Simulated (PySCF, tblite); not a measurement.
# C4H12N2OSi: geometry, infrared bands and NMR shifts

What infrared bands and NMR shifts should C4H12N2OSi (`C[C@H](N)C/C=N\[SiH2]O`) show?

The runs use tblite 0.8.0 and PySCF 2.14.0, with density-fitted response routines of our own; the level of theory stands in each step. All values are computed, except where a source is named. Atoms are numbered from 0 throughout.

## Step 1: The starting structure

20 atoms, charge 0, multiplicity 1; geometry from: force field or distance geometry start.

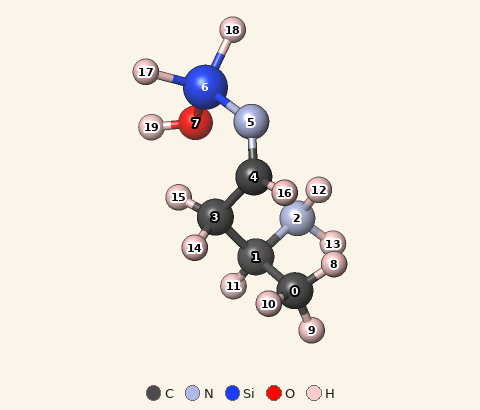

As it starts; carbon dark grey, nitrogen light blue, silicon blue, oxygen red, hydrogen pink, atoms numbered.

## Step 2: Optimising the geometry with GFN2-xTB

The job: settings as JSON, then the geometry in Å.

```
{"job": {"kind": "relax", "xc": "GFN2-xTB", "basis": "xTB"}, "charge": 0, "multiplicity": 1}
C     -2.290500     0.431200     0.450200
C     -0.979400     0.975400    -0.116100
N     -0.898900     0.382900    -1.451600
C      0.150300     0.383300     0.698600
C      0.054000    -1.090900     0.563800
N      1.009200    -1.699400    -0.016900
Si     2.472400    -0.969800    -0.660200
O      2.307300     0.519700    -1.427100
H     -2.530500    -0.564500     0.021700
H     -3.091000     1.127100     0.125500
H     -2.236500     0.373500     1.558200
H     -0.978800     2.054300    -0.174500
H     -0.895900    -0.662900    -1.388800
H     -1.788400     0.593600    -2.007700
H     -0.143000     0.587200     1.780000
H      1.123700     0.822300     0.578700
H     -0.806500    -1.668600     0.918800
H      3.556100    -0.846800     0.355800
H      3.011900    -1.901000    -1.666600
H      2.949300     1.163900    -0.989600
```

On the command line:

```
$ OMP_NUM_THREADS=1 python probes_run.py task.json out
```

This one command runs all jobs of the session in turn.

What it wrote:

```text
step      E/eV     max force
  0    -716.14868    3.487
  1    -716.55664    2.015
  2    -716.67223    1.550
  3    -716.78299    0.735
  4    -716.87505    0.581
  5    -716.91972    0.504
  6    -716.97040    0.519
  7    -717.01461    0.547
  8    -717.05119    0.433
  9    -717.07500    0.331
 10    -717.09222    0.315
 11    -717.10856    0.299
 12    -717.12706    0.304
 13    -717.14389    0.251
 14    -717.15749    0.271
 15    -717.16830    0.218
 16    -717.17746    0.249
 17    -717.18502    0.215
 18    -717.19027    0.174
 19    -717.19452    0.168
 20    -717.19959    0.178
 21    -717.20582    0.215
 22    -717.21224    0.238
 23    -717.21758    0.187
 24    -717.22181    0.147
 25    -717.22622    0.179
 26    -717.23165    0.176
 27    -717.23768    0.200
 28    -717.24361    0.194
 29    -717.24854    0.166
 30    -717.25224    0.134
 31    -717.25562    0.160
 32    -717.25945    0.141
 33    -717.26355    0.186
 34    -717.26748    0.172
 35    -717.27022    0.166
 36    -717.27277    0.130
 37    -717.27509    0.129
 38    -717.27829    0.127
 39    -717.28034    0.113
 40    -717.28279    0.130
 41    -717.28526    0.141
 42    -717.28869    0.174
 43    -717.29223    0.170
 44    -717.29500    0.110
 45    -717.29692    0.112
 46    -717.29836    0.146
 47    -717.29998    0.132
 48    -717.30150    0.078
 49    -717.30299    0.065
 50    -717.30340    0.058
 51    -717.30452    0.054
 52    -717.30494    0.049
 53    -717.30532    0.044
 54    -717.30570    0.051
 55    -717.30628    0.054
 56    -717.30693    0.053
 57    -717.30755    0.048
 58    -717.30802    0.054
 59    -717.30841    0.049
 60    -717.30877    0.039
 61    -717.30915    0.051
 62    -717.30959    0.044
 63    -717.31006    0.061
 64    -717.31053    0.059
 65    -717.31095    0.054
 66    -717.31135    0.046
 67    -717.31183    0.058
 68    -717.31247    0.079
 69    -717.31321    0.079
 70    -717.31398    0.068
 71    -717.31470    0.064
 72    -717.31538    0.055
 73    -717.31600    0.054
 74    -717.31652    0.048
 75    -717.31697    0.050
 76    -717.31749    0.046
 77    -717.31813    0.050
 78    -717.31881    0.052
 79    -717.31933    0.050
 80    -717.31971    0.041
 81    -717.32008    0.050
 82    -717.32058    0.049
 83    -717.32128    0.061
 84    -717.32240    0.084
 85    -717.32399    0.105
 86    -717.32644    0.175
 87    -717.32873    0.190
 88    -717.33312    0.141
 89    -717.33586    0.213
 90    -717.34048    0.236
 91    -717.34427    0.295
 92    -717.35378    0.198
 93    -717.36270    0.378
 94    -717.35667    0.907
 95    -717.36962    0.111
 96    -717.37084    0.092
 97    -717.37257    0.093
 98    -717.37383    0.082
 99    -717.37557    0.093
100    -717.37732    0.082
101    -717.37903    0.081
102    -717.38045    0.087
103    -717.38219    0.114
104    -717.38488    0.149
105    -717.38971    0.196
106    -717.39805    0.223
107    -717.40630    0.240
108    -717.41195    0.306
109    -717.41860    0.180
110    -717.42524    0.178
111    -717.43236    0.171
112    -717.43697    0.292
113    -717.44063    0.190
114    -717.44304    0.123
115    -717.44479    0.140
116    -717.44702    0.129
117    -717.45052    0.160
118    -717.45310    0.168
119    -717.45696    0.169
120    -717.46090    0.178
121    -717.46468    0.174
122    -717.46861    0.146
123    -717.47196    0.134
124    -717.47441    0.147
125    -717.47641    0.101
126    -717.47803    0.139
127    -717.47947    0.127
128    -717.48072    0.235
129    -717.48208    0.213
130    -717.48414    0.167
131    -717.48573    0.131
132    -717.48808    0.101
133    -717.48993    0.081
134    -717.49082    0.098
135    -717.49212    0.086
136    -717.49315    0.104
137    -717.49429    0.075
138    -717.49485    0.051
139    -717.49523    0.042
140    -717.49560    0.044
141    -717.49616    0.043
142    -717.49668    0.059
143    -717.49712    0.050
144    -717.49749    0.045
145    -717.49792    0.042
146    -717.49842    0.057
147    -717.49887    0.058
148    -717.49918    0.045
149    -717.49938    0.040
150    -717.49955    0.029
151    -717.49969    0.030
152    -717.49980    0.025
153    -717.49990    0.026
154    -717.50000    0.020
155    -717.50010    0.021
156    -717.50018    0.014
157    -717.50023    0.010
158    -717.50026    0.009
```

It took 1 s on 1 thread of Arm Neoverse V2, shared host; peak memory 0.18 GiB.

The steps of the relaxation: (not every step is listed)

```csv
step,energy from step 0 (eV),largest force (eV/Å)
0,0.0000,3.4873
1,-0.4080,2.0151
2,-0.5236,1.5496
3,-0.6343,0.7350
4,-0.7264,0.5806
5,-0.7710,0.5042
6,-0.8217,0.5187
7,-0.8659,0.5468
8,-0.9025,0.4330
22,-1.0636,0.2380
36,-1.1241,0.1298
50,-1.1547,0.0578
64,-1.1618,0.0592
78,-1.1701,0.0520
92,-1.2051,0.1976
106,-1.2494,0.2228
120,-1.3122,0.1784
134,-1.3421,0.0980
148,-1.3505,0.0446
153,-1.3512,0.0258
154,-1.3513,0.0202
155,-1.3514,0.0210
156,-1.3515,0.0142
157,-1.3515,0.0100
158,-1.3516,0.0088
```

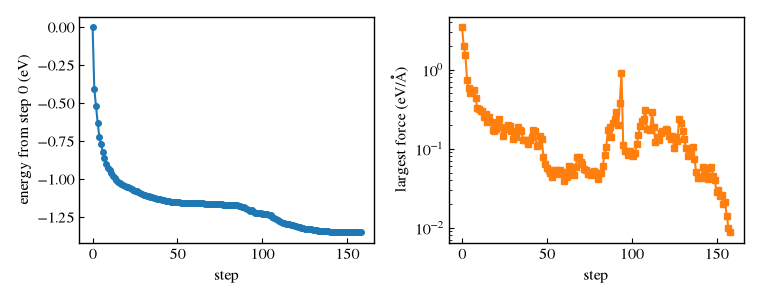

Energy and largest force along the relaxation.

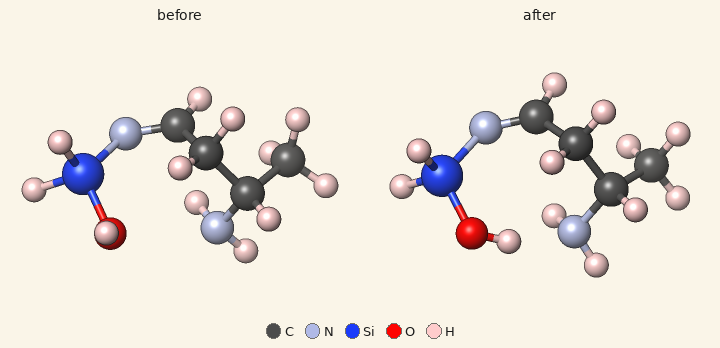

Before and after, at one scale.

Close pairs (by a distance rule), those that changed most:

| bond | before (Å) | after (Å) | change (Å) |
| --- | --- | --- | --- |
| Si6–O7 | 1.683 | 1.625 | -0.059 |
| N2–H13 | 1.070 | 1.014 | -0.056 |
| C3–H14 | 1.139 | 1.091 | -0.048 |
| O7–H19 | 1.009 | 0.973 | -0.036 |
| Si6–H17 | 1.491 | 1.458 | -0.033 |
| N2–H12 | 1.048 | 1.016 | -0.031 |
| C1–C3 | 1.513 | 1.541 | +0.028 |
| C4–N5 | 1.273 | 1.248 | -0.024 |

The next job starts from the end point, and lists it.

## Step 3: Harmonic vibrations with GFN2-xTB

The job: settings as JSON, then the geometry in Å.

```
{"job": {"kind": "ir", "xc": "GFN2-xTB", "basis": "xTB"}, "charge": 0, "multiplicity": 1}
C     -2.356858     0.381451     0.275661
C     -0.957052     0.932114    -0.015709
N     -0.506850     0.644001    -1.374979
C      0.088311     0.394649     0.981504
C      0.311285    -1.086493     0.825857
N      1.229234    -1.655177     0.199516
Si     2.560342    -1.036433    -0.736474
O      2.260771     0.360334    -1.510177
H     -2.378463    -0.698225     0.139969
H     -3.084762     0.827230    -0.401033
H     -2.654654     0.610593     1.295573
H     -0.980708     2.025016     0.083037
H     -0.571469    -0.354907    -1.551106
H     -1.094109     1.118223    -2.052161
H     -0.255823     0.604695     1.995577
H      1.031292     0.912583     0.807596
H     -0.434160    -1.720377     1.316744
H      3.682302    -0.791072     0.161673
H      2.769486    -2.112235    -1.701800
H      1.336737     0.654708    -1.587165
```

What it wrote:

```text
mode    cm-1     km/mol
  1      33.8      3.45
  2      79.0      1.61
  3     135.5      1.95
  4     159.7     12.36
  5     169.2      1.22
  6     221.0      0.28
  7     261.2      1.90
  8     332.5      2.09
  9     344.0     27.40
 10     378.8     34.58
 11     411.9      2.84
 12     513.4     18.54
 13     524.7    109.85
 14     551.6     26.06
 15     591.5    120.93
 16     645.6     29.61
 17     691.4     13.88
 18     751.8    143.86
 19     790.4    237.92
 20     833.0      4.99
 21     892.1      7.60
 22     901.2    230.73
 23     927.1     28.13
 24     958.8    350.57
 25     973.5     41.89
 26     980.8     40.74
 27     998.3     42.07
 28    1030.4     18.21
 29    1100.3     43.12
 30    1142.9     14.59
 31    1173.7     49.36
 32    1214.4     18.48
 33    1280.4     27.35
 34    1316.0     14.90
 35    1339.8     18.95
 36    1351.5     11.42
 37    1408.5      6.92
 38    1461.6      2.47
 39    1497.3      2.76
 40    1500.0      0.96
 41    1548.5     41.83
 42    1762.7    276.49
 43    2267.6    435.16
 44    2294.3    207.68
 45    2880.2     91.78
 46    2911.8     51.09
 47    2982.3     30.19
 48    3012.0     22.61
 49    3018.8     40.53
 50    3031.6     31.71
 51    3042.3     29.84
 52    3233.2    483.26
 53    3378.4      3.64
 54    3415.3      4.75
```

It took 0.62 s on 1 thread of Arm Neoverse V2, shared host; peak memory 0.18 GiB.

The strongest bands and the atoms that carry them (share of the mass-weighted mode):

```
cm⁻¹  km/mol                                  atoms
 752   143.9  H18 39 %, H17 20 %, Si6 14 %, N5 10 %
 790   237.9                     H17 49 %, H18 46 %
 901   230.7                      O7 43 %, Si6 30 %
 959   350.6                               H19 65 %
1763   276.5                       C4 52 %, N5 46 %
2268   435.2                     H18 71 %, H17 24 %
2294   207.7                     H17 73 %, H18 25 %
3233   483.3                               H19 94 %
```

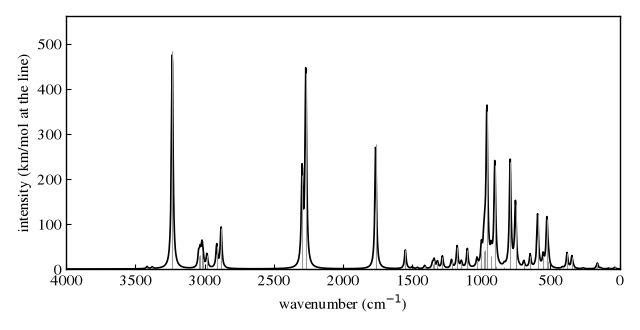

The infrared spectrum from these modes, unscaled. Lines are broadened to a width of 14 cm⁻¹ (Lorentzian).

## Step 4: Shielding tensors: PBE0/pcSseg-1

Settings changed since step 3:

```diff
@@ -1,2 +1,2 @@
-{"job": {"kind": "ir", "xc": "GFN2-xTB", "basis": "xTB"}, "charge": 0, "multiplicity": 1}
+{"job": {"kind": "nmr", "xc": "PBE0", "basis": "pcSseg-1"}, "charge": 0, "multiplicity": 1}
 C     -2.356858     0.381451     0.275661
```

Method: GIAO PBE0/pcSseg-1 NMR shielding, non-relativistic, gas phase.

What it wrote:

```text
coarse grid: 16624 points
cycle   1  E = -633.1384250293  dE =  9.163e-01  |g| = 8.639e-01  |ddm| = 3.889e+00
cycle   2  E = -632.9485557221  dE =  1.899e-01  |g| = 1.315e+00  |ddm| = 1.906e+00
cycle   3  E = -633.2814857211  dE = -3.329e-01  |g| = 1.327e-01  |ddm| = 1.319e+00
cycle   4  E = -633.2848781036  dE = -3.392e-03  |g| = 5.649e-02  |ddm| = 1.433e-01
cycle   5  E = -633.2855256281  dE = -6.475e-04  |g| = 2.274e-02  |ddm| = 5.907e-02
cycle   6  E = -633.2856278691  dE = -1.022e-04  |g| = 5.641e-03  |ddm| = 1.994e-02
cycle   7  E = -633.2856340039  dE = -6.135e-06  |g| = 1.117e-03  |ddm| = 5.071e-03
final grid: 154416 points
cycle   8  E = -633.3391335633  dE = -6.730e-05  |g| = 1.136e-02  |ddm| = 4.421e-02
cycle   9  E = -633.3391096128  dE =  2.395e-05  |g| = 1.580e-02  |ddm| = 2.234e-02
cycle  10  E = -633.3391617082  dE = -5.210e-05  |g| = 1.878e-03  |ddm| = 1.299e-02
cycle  11  E = -633.3391623927  dE = -6.845e-07  |g| = 4.820e-04  |ddm| = 1.632e-03
cycle  12  E = -633.3391624357  dE = -4.296e-08  |g| = 2.210e-04  |ddm| = 5.624e-04
cycle  13  E = -633.3391624454  dE = -9.748e-09  |g| = 5.233e-05  |ddm| = 1.967e-04
cycle  14  E = -633.3391624459  dE = -5.189e-10  |g| = 9.903e-06  |ddm| = 4.785e-05
converged SCF energy = -633.3391624459

GIAO shielding tensors (ppm)
atom      isotropic    diamagn.    paramagn.     s11        s22        s33       span
  0 C      158.564     248.971     -90.407    136.203    154.353    185.137     48.933
  1 C      137.767     245.063    -107.296    122.841    139.491    150.968     28.128
  2 N      202.848     320.086    -117.238    184.274    204.707    219.563     35.289
  3 C      135.189     253.317    -118.128    124.340    134.782    146.444     22.104
  4 C        6.162     254.599    -248.437    -94.295    -13.823    126.605    220.901
  5 N     -164.118     330.662    -494.780   -544.152   -180.305    232.104    776.257
  6 Si     390.383     880.923    -490.540    357.039    383.272    430.837     73.798
  7 O      275.577     396.043    -120.466    222.951    255.456    348.326    125.375
  8 H       30.362      31.311      -0.949     26.945     29.481     34.661      7.716
  9 H       30.411      29.792       0.619     26.600     28.202     36.430      9.830
 10 H       30.192      30.164       0.028     25.898     27.841     36.836     10.938
 11 H       28.605      32.090      -3.485     25.436     27.120     33.259      7.822
 12 H       31.127      35.323      -4.196     26.828     29.574     36.978     10.150
 13 H       30.222      32.654      -2.432     23.776     27.253     39.637     15.861
 14 H       29.163      32.875      -3.711     25.909     28.226     33.356      7.447
 15 H       29.106      34.265      -5.159     25.816     29.225     32.278      6.461
 16 H       22.659      31.318      -8.659     20.233     21.441     26.302      6.069
 17 H       26.449      28.943      -2.494     23.458     24.383     31.507      8.049
 18 H       26.065      29.040      -2.975     22.908     23.941     31.346      8.439
 19 H       25.353      32.490      -7.137     12.221     17.346     46.492     34.272
```

Run time: 41 s. Hardware: 1 thread of Arm Neoverse V2, shared host; peak memory 0.94 GiB.

The references, computed at this level on geometries of the same kind, shield at (ppm): 1H TMS 31.72, 13C TMS 186.9, 29Si TMS 349.2, 15N NH3 267.7, 17O H2O 336.1. Their shielding less the atom's gives the shift. The references are single molecules in the gas phase, so shifts against H2O, NH3, PH3, H3PO4 or CFCl3 are not on the usual liquid scales and can be off by tens of ppm. Atoms listed in one row are averaged.

| atoms | environment | σ (ppm) | δ (ppm) | δ scaled to CDCl3 |
| --- | --- | --- | --- | --- |
| C4 | C=N carbon | 6.2 | 180.8 | 174.5 |
| C3 | sp3 CH2 | 135.2 | 51.7 | 48.6 |
| C1 | sp3 CH bonded to N | 137.8 | 49.2 | 46.1 |
| C0 | methyl carbon | 158.6 | 28.4 | 25.8 |
| H16 | hydrogen on a C=N carbon | 22.66 | 9.06 | 8.65 |
| H19 | hydrogen on an oxygen bonded to Si | 25.35 | 6.36 | – |
| H18 | hydrogen on a silicon bonded to N, O | 26.07 | 5.65 | – |
| H17 | hydrogen on a silicon bonded to N, O | 26.45 | 5.27 | – |
| H11 | hydrogen on an sp3 CH bonded to N | 28.61 | 3.11 | 3.04 |
| H15 | hydrogen on an sp3 CH2 | 29.11 | 2.61 | 2.57 |
| H14 | hydrogen on an sp3 CH2 | 29.16 | 2.55 | 2.51 |
| H8, H9, H10 | hydrogen on a methyl carbon | 30.32 | 1.40 | 1.42 |
| H12, H13 | hydrogen on an amine nitrogen | 30.67 | 1.04 | – |
| N5 | imine nitrogen | -164.1 | 431.8 | – |
| N2 | amine nitrogen | 202.8 | 64.9 | – |
| Si6 | silicon bonded to N, O, 2 H | 390.4 | -41.2 | – |
| O7 | oxygen bonded to Si, H | 275.6 | 60.5 | – |

The scaled column applies a straight-line fit of computed shieldings to shifts measured in CDCl3 (root-mean-square error 0.16 ppm for H, 1.9 ppm for C).

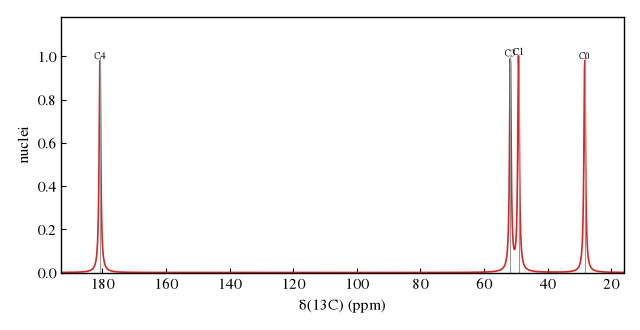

13C lines at the computed shifts, without couplings. Lines are broadened to a width of 0.61 ppm (Lorentzian).

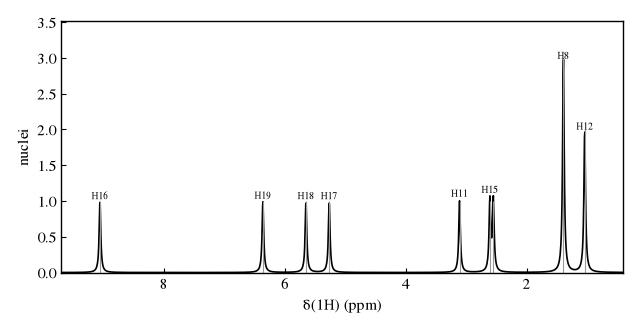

1H lines at the computed shifts, without couplings. Lines are broadened to a width of 0.03 ppm (Lorentzian).

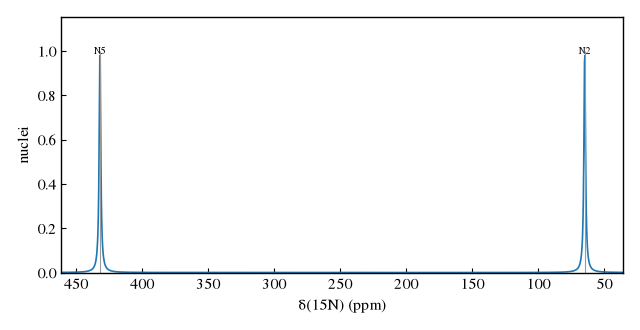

15N lines at the computed shifts, without couplings. Lines are broadened to a width of 1 ppm (Lorentzian).

The run also stored atomic charges by several schemes (e):

| atoms | Mulliken | IAO | Hirshfeld | ESP fit |
| --- | --- | --- | --- | --- |
| C0 | -0.22 | -0.44 | -0.12 | -0.64 |
| C1 | -0.17 | 0.01 | 0.03 | 0.46 |
| N2 | -0.46 | -0.53 | -0.17 | -0.85 |
| C3 | -0.19 | -0.31 | -0.08 | -0.54 |
| C4 | 0.10 | 0.06 | 0.06 | 0.59 |
| N5 | -0.57 | -0.55 | -0.25 | -0.81 |
| Si6 | 0.90 | 1.09 | 0.40 | 0.96 |
| O7 | -0.59 | -0.83 | -0.34 | -0.76 |

ESP fit charges:

C0 -0.64; C1 0.46; N2 -0.85; C3 -0.54; C4 0.59; N5 -0.81; Si6 0.96; O7 -0.76; H8 0.16; H9 0.15; H10 0.17; H11 0.05; H12 0.36; H13 0.34; H14 0.13; H15 0.17; H16 -0.02; H17 -0.15; H18 -0.18; H19 0.40

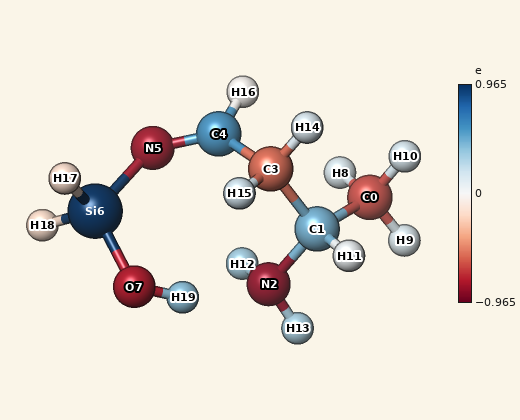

ESP fit charges, as colours on the atoms.

Mayer bond orders: C0–C1 1.01, C1–N2 0.97, C1–C3 1.01, C3–C4 0.99, C4–N5 1.95, N5–Si6 0.94, Si6–O7 1.05.

The fields below are evaluated on a grid from the run's orbitals.

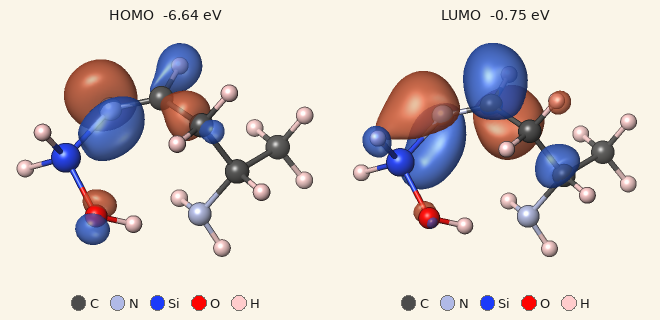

PBE0/pcSseg-1 orbitals near the gap, drawn at the value that encloses 70 % of each; the two colours are the two signs.

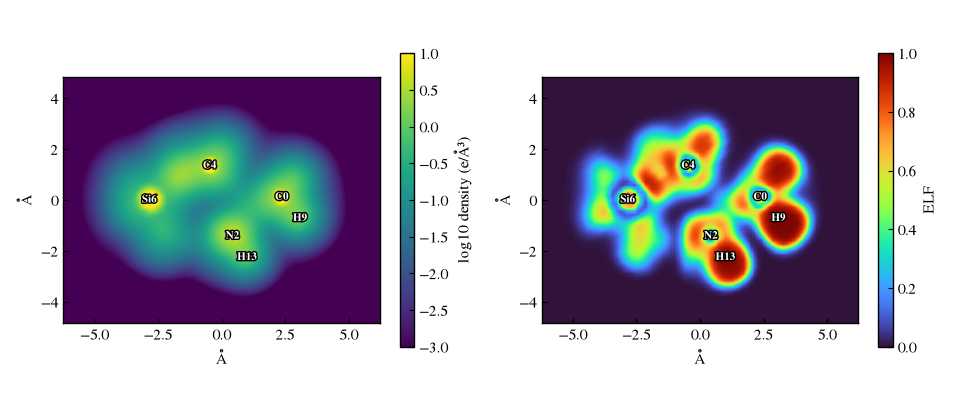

Density (left) and ELF (right) in a plane through or near 6 of the atoms.

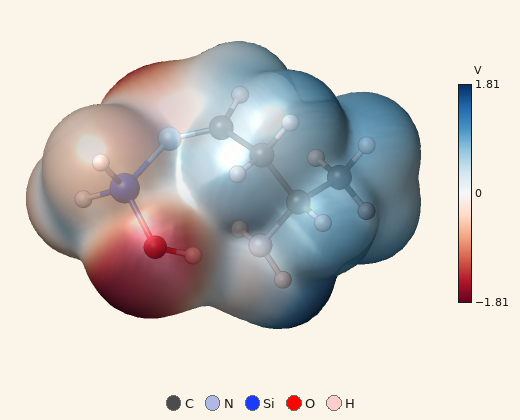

The potential that a unit positive charge feels on the 0.002 e/bohr³ surface, from -1.81 V near O7 to 1.73 V near H13.

## Step 5: Outcome

| quantity | value |
| --- | --- |
| strongest single infrared mode (GFN2-xTB) | 3233 cm⁻¹, 483 km/mol |
| zero-point energy (GFN2-xTB) | 101.0 kcal/mol |
| 13C shifts against TMS (PBE0/pcSseg-1) | 180.8, 51.7, 49.2, 28.4 ppm |
| 1H shifts against TMS (PBE0/pcSseg-1, means over atoms taken as alike) | 9.06, 6.36, 5.65, 5.27, 3.11, 2.61, 2.55, 1.40, 1.04 ppm |
| 15N shifts against NH3 (PBE0/pcSseg-1) | 431.8, 64.9 ppm |
| 29Si shifts against TMS (PBE0/pcSseg-1) | -41.2 ppm |
| 17O shifts against H2O (PBE0/pcSseg-1) | 60.5 ppm |
| surface potential, least and greatest | -1.81 V and 1.73 V |

In words: The optimisation took 158 steps and gained 1.352 eV; among the close pairs (by a distance rule), Si6–O7 changed most, from 1.683 to 1.625 Å. All 54 modes are real, so the xTB geometry is a minimum. The strongest single mode, at 3233 cm⁻¹, moves mainly H19. GFN2-xTB is a fitted tight-binding method: band positions and strengths are rough. Its intensities can rank the bands wrongly. At PBE0/pcSseg-1: The largest span, 776 ppm, is at N5, where the paramagnetic term is -495 ppm. By nearest atom (PBE0/pcSseg-1), the HOMO sits on N5 61 %; H16 9 % and the LUMO on C4 33 %; N5 30 %.
